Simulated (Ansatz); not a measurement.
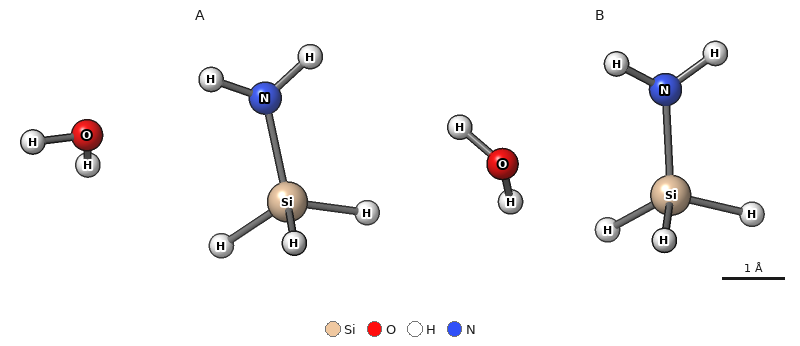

Two geometries of SiNH7O, drawn at one scale. One is the start of a relaxation, the other its converged end. A ball-and-stick model, seen at a tilt.

Computed with RKS PBE0-D4/def2-SVPD in Ansatz 0.2.0. (no spin polarisation; force threshold 0.03 eV/Å; at most 50 steps)

Which geometry has the lower energy?

Answer. Structure A is the relaxed one. The run prepares an end point of a later path (reaction) calculation, from a guessed geometry. The atom that moves furthest after the best rigid fit is an H atom (0.77 Å). By element the largest moves are H 0.77 Å, O 0.58 Å, Si 0.29 Å, N 0.15 Å. Some distances before and after: H–Si 1.475 → 1.497 Å, H–O 0.982 → 0.962 Å, H–Si 1.496 → 1.500 Å. Bond angles that change, for instance: N–Si–H 112.3° → 108.8°, H–N–H 114.6° → 112.2°, Si–N–H 122.8° → 120.4°. The energy falls by 2.35 kcal/mol in 18 accepted moves (23 points after the start). Largest force component: 0.87 eV/Å at the start, 0.011 eV/Å at the end. The line search rejected the trial steps at points 2, 5, 8, 14, 16 of the run. The forces were under the threshold at step 15, but the run went on from there.
